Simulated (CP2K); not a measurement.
Band structure of CdIn (P-6m2, 2 atoms in the cell).

```
CELL_PARAMETERS angstrom
      3.21861     0.00000     0.00000
     -1.60931     2.78740     0.00000
      0.00000     0.00000     5.91615
ATOMIC_POSITIONS crystal
  Cd 0.00000 0.00000 0.50000
  In 0.66667 0.33333 0.00000
```

Level of theory: PBEsol, GPW, DZVP-MOLOPT-SR-GTH basis, GTH-PBE potentials (GTH_POTENTIALS) (CP2K).

Settings: CUTOFF = 500 Ry; REL_CUTOFF = 60 Ry; SMEAR/METHOD = FERMI_DIRAC; ELECTRONIC_TEMPERATURE = 1160.45 K; KPOINTS/SCHEME = MONKHORST-PACK 8 8 4; GAMMA_CENTERED = T; XC_FUNCTIONAL = PBE:PBESOL; Cd/BASIS_SET = DZVP-MOLOPT-SR-GTH-q12; Cd/POTENTIAL = GTH-PBE-q12; In/BASIS_SET = DZVP-MOLOPT-SR-GTH-q13; In/POTENTIAL = GTH-PBE-q13; METHOD = GPW; EPS_DEFAULT = 1e-11; EXTRAPOLATION = USE_GUESS.

The starting cell comes from a database of computed structures (which also holds hypothetical and non-ambient phases and stackings), without a prior relaxation at this level. Its lattice was rescaled by a random factor within 2.5 % of one. Values carry the incompleteness of an atom-centred basis. The potentials were made for another functional than the one used.

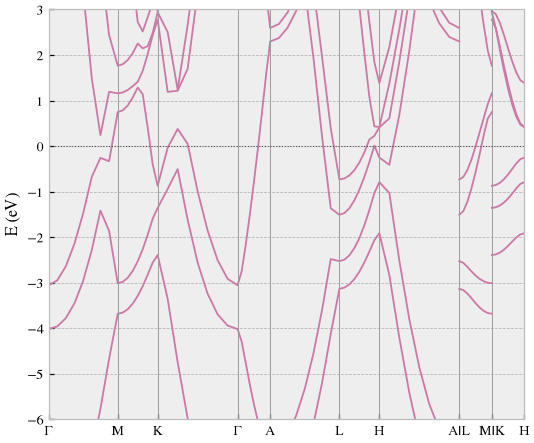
Figure: Bands along the path, energies from the Fermi level.

Levels in eV from the Fermi level, bands 10 to 15:
| point | 10 | 11 | 12 | 13 | 14 | 15 |
|---|---|---|---|---|---|---|
| Γ | -8.30 | -8.30 | -4.02 | -3.06 | 9.48 | 10.96 |
| M | -8.05 | -3.68 | -3.01 | 0.75 | 1.16 | 1.77 |
| K | -8.42 | -2.39 | -1.36 | -0.87 | 2.78 | 2.94 |
| A | -8.30 | -8.27 | -6.64 | 2.30 | 2.59 | 11.30 |
| L | -8.05 | -3.13 | -2.53 | -1.51 | -0.73 | 6.17 |
| H | -8.39 | -1.91 | -0.79 | -0.25 | 0.41 | 0.42 |

Bands cross the Fermi level along this path, so the cell is metallic at this level.

Higher empty bands are left out: an atom-centred basis made for the valence describes them poorly.
